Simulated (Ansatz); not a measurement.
**Cl$_{3}$H$_{3}$OSZr: density, localisation and related maps**

Input file:

```
crystal:
  periodic: [false, false, false]
  atoms:
    - { symbol: Zr, position_ang: [-0.122755, 0.029173, -0.116551] }
    - { symbol: Cl, position_ang: [-0.203809, 0.099966, 2.370955] }
    - { symbol: Cl, position_ang: [1.992965, 0.521294, -1.070941] }
    - { symbol: O, position_ang: [-1.21898, 1.49045, -0.635714] }
    - { symbol: H, position_ang: [-1.800975, 2.200995, -0.948333] }
    - { symbol: Cl, position_ang: [-1.194166, -1.85832, -1.082283] }
    - { symbol: S, position_ang: [1.861485, -2.777016, 1.373729] }
    - { symbol: H, position_ang: [0.779207, -3.601163, 1.27802] }
    - { symbol: H, position_ang: [1.257027, -2.018979, 2.364519] }
basis:
  gaussian: { orbitals: def2-SVP }
hamiltonian:
  xc: blyp
relax:
  f_tol: 0.03
  max_steps: 50
output:
  orbitals: {}
```

Command:

```sh
ansatz run input.yaml --threads 4 --pin off --max-ram 5120MiB --backend cpu --events-out ev --progress --plain --runs-dir out
```

The fields are those of the run's last geometry, not of the input's.

Core potentials replace the inner electrons of Zr.

Level of theory: RKS BLYP/def2-SVP (Ansatz 0.2.0).

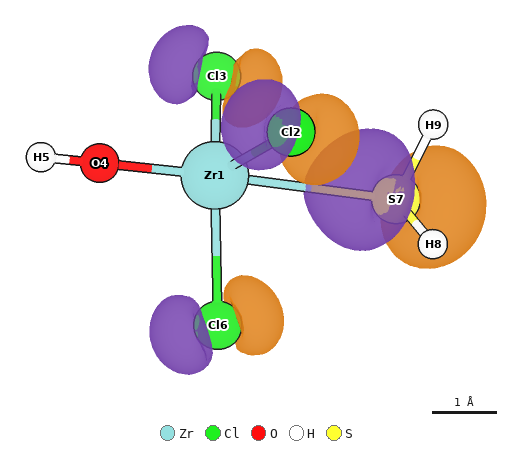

Figure 1. The HOMO at ±0.15 Å⁻³ᐟ² (orange and purple are the two phases), seen at a tilt.

What is the character of this orbital?

Its weight (Hirshfeld) is mainly on S7 (about 45 %), Cl2 (about 20 %), Cl3 (about 15 %) and Cl6 (about 15 %); largely a combination of lone pairs on S7, Cl2, Cl3 and Cl6. Its energy is −6.82 eV.

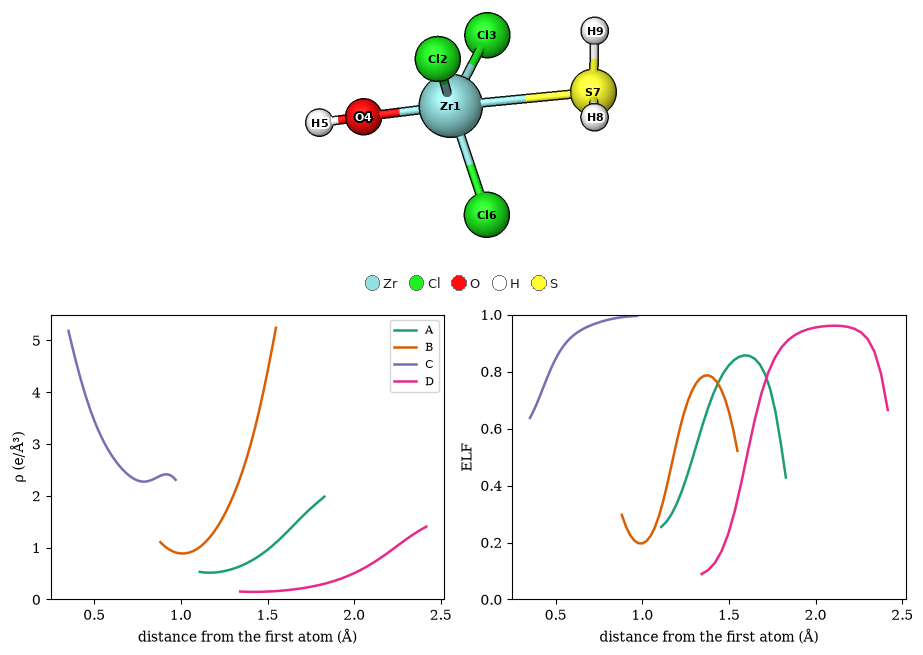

Figure 2. Electron density and electron localisation function along straight lines between neighbouring atoms. The curves leave out the atomic cores. The structure is drawn too.

Which curve belongs to which contact (O–H, Zr–Cl, Zr–O and Zr–S)? The first atom named is at distance zero.

Curve A: Zr–Cl (2.40 Å): the density is about 0.52 e/Å³ at the midpoint; the ELF peaks at about 0.85 in the valence shell of Cl, 0.8 Å from its nucleus, and is about 0.35 at the midpoint. Curve B: Zr–O (1.91 Å): the density is about 0.93 e/Å³ at the midpoint; the ELF peaks at about 0.80 in the valence shell of O, 0.5 Å from its nucleus, and drops to about 0.20 between the two atoms. Curve C: O–H (0.97 Å): the density is about 3.6 e/Å³ at the midpoint; the ELF climbs to about 1 towards the hydrogen, as it does in any bond to H: a covalent bond by its length. Curve D: Zr–S (3.07 Å): ρ at the midpoint is about 0.16 e/Å³; the ELF peaks at about 0.95 in the valence shell of S, 1.0 Å from its nucleus, and is about 0.30 at the midpoint.

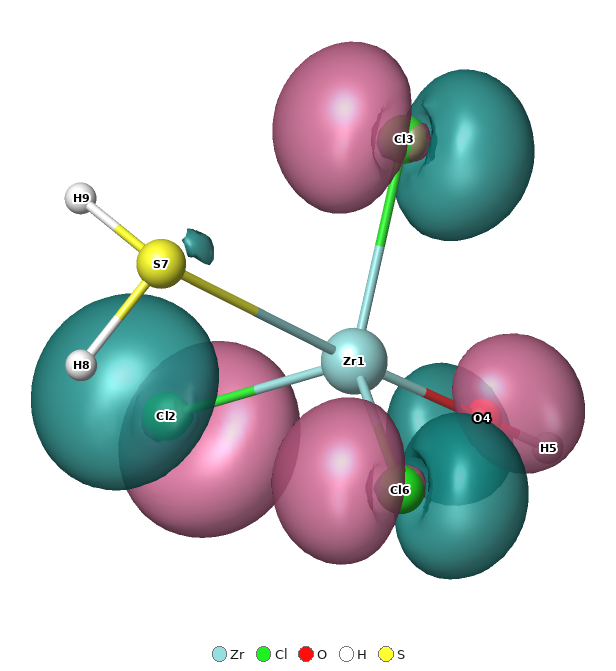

Figure 3. The HOMO−1 at ±0.1 Å⁻³ᐟ² (teal and pink are the two phases), seen at an oblique angle.

Describe this orbital and give its energy.

Its weight (Hirshfeld) is mainly on Cl2 (about 40 %), Cl3 (about 20 %), Cl6 (about 20 %) and O4 (about 15 %); largely a combination of lone pairs on Cl2, Cl3, Cl6 and O4. Its energy is −7.20 eV.
